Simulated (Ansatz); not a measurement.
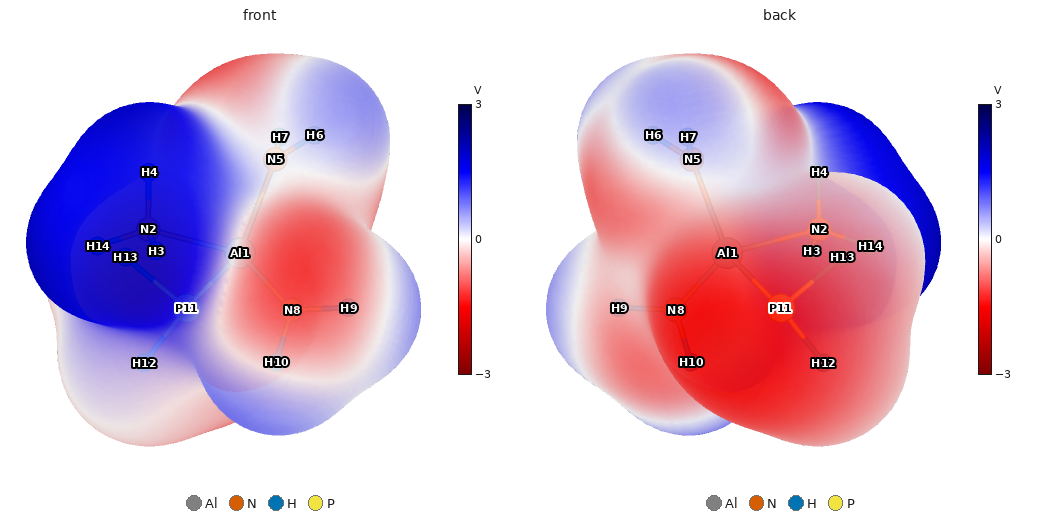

AlH9N3P. The electrostatic potential painted on the density surface at 0.001 e/bohr³, seen from the front and from behind; the colour scale runs from red (negative) to blue (positive).

Computed with Ansatz 0.2.0, RKS BHLYP-D4/def2-SVP.

| atom | x (Å) | y (Å) | z (Å) |
| --- | --- | --- | --- |
| Al | -0.2625 | 0.6583 | -0.0022 |
| N | -0.3277 | 0.0606 | 1.9643 |
| H | -1.0019 | -0.6876 | 2.0765 |
| H | 0.6008 | -0.3133 | 2.1292 |
| N | 1.4171 | 0.1635 | -0.4289 |
| H | 1.6379 | -0.7362 | -0.8261 |
| H | 2.1133 | 0.8244 | -0.7344 |
| N | -1.5883 | -0.3915 | -0.6397 |
| H | -1.5209 | -0.7636 | -1.5744 |
| H | -2.5658 | -0.2511 | -0.4357 |
| P | -0.5420 | 3.0091 | 0.1220 |
| H | -1.7224 | 2.9568 | 0.9130 |
| H | 0.3144 | 3.2054 | 1.2416 |
| H | -0.5108 | 0.7819 | 2.6504 |

Q: Which sites attract a positive test charge, and which a negative one?

A: A positive charge is drawn to the negative regions and a negative charge to the positive ones. The most negative region (about −1.6 V) lies over P11, the most positive (about +2.0 V) over H3 and H14.
